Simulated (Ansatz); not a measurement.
Fields on a plane of CdTe (zinc blende)

```yaml
crystal:
  lattice:
    - [0.00000, 3.30902, 3.30902]
    - [3.30902, 0.00000, 3.30902]
    - [3.30902, 3.30902, 0.00000]
  atoms:
    - { symbol: Te, position: [0.75000, 0.75000, 0.75000] }
    - { symbol: Cd, position: [0.00000, 0.00000, 0.00000] }
```

The slice is a {111} plane (indices of the conventional cell) through the point (0.750, 0.750, 0.750) (fractional), spanned by u = [100] and v = [-1 2 0] in vectors of this cell: u (4.68 Å) and v (8.11 Å, at 90° to u). It covers one period; positions are fractions (u, v).

Atoms on it: Te at (0.00, 0.00); Te at (0.50, 0.50). Other atoms lie within 1 Å of the plane.

These are PBE (plane waves to 420 eV, PAW, scalar-relativistic; Ansatz, a first-principles code) values and carry that method's errors. k mesh 9×9×9. Near the nuclei the fields are pseudised (PAW); where an atom keeps semicore shells as valence, they peak there. CdTe was relaxed with its symmetry unable to fall. Spin-orbit coupling is left out, though Te is heavy.

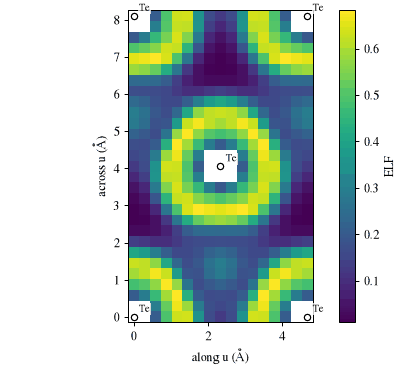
Figure: Electron localisation function (ELF), one period of the plane, atoms marked. Points within 0.5 Å of a nucleus are left white, as the pseudised field means little there.

```
v \ u  0.00  0.12  0.25  0.38  0.50  0.62  0.75  0.88
-----  ----  ----  ----  ----  ----  ----  ----  ----
0.86   -0.3  -0.5  -1.0  -1.6  -1.9  -1.6  -1.0  -0.5
0.71   -0.3  -0.6  -1.1  -1.2  -1.2  -1.2  -1.1  -0.6
0.57   -0.7  -0.7  -0.5   0.0   0.6   0.0  -0.5  -0.7
0.43   -1.6  -1.2  -0.6   0.0   0.6   0.0  -0.6  -1.3
0.29   -1.8  -1.6  -1.2  -0.8  -0.7  -0.8  -1.2  -1.6
0.14   -0.4  -0.6  -0.7  -0.5  -0.2  -0.5  -0.7  -0.6
0.00    1.2   0.6  -0.4  -1.0  -1.2  -1.0  -0.4   0.6
```

Values: log₁₀ of the valence density in e/Å³. The scale is logarithmic, as a density can span decades between atoms and voids.
